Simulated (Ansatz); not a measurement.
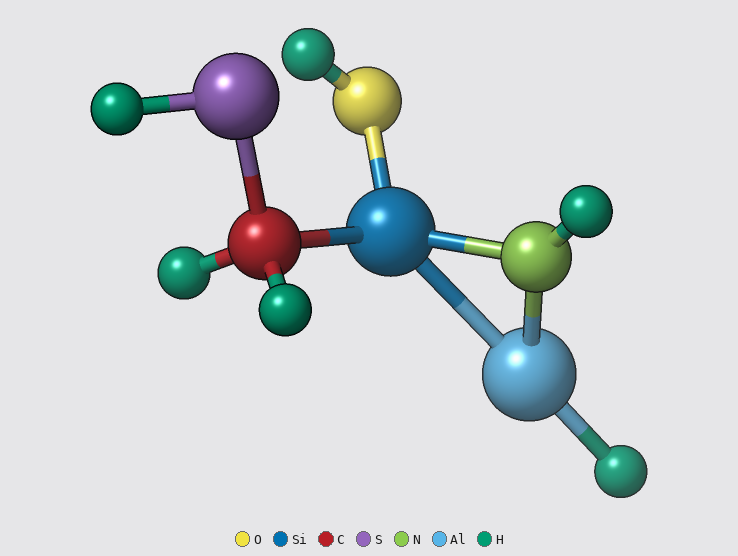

Computed geometry: PBE-D4/def2-SVP optimisation. No frequency run is at hand to confirm it as a minimum. Level of theory: RKS PBE-D4/def2-SVP (Ansatz 0.2.0).

Question: What is the dispersion correction?

Answer: −32.6 kJ/mol.

Question: Give the dipole moment at this level.

Answer: 1.96 D.
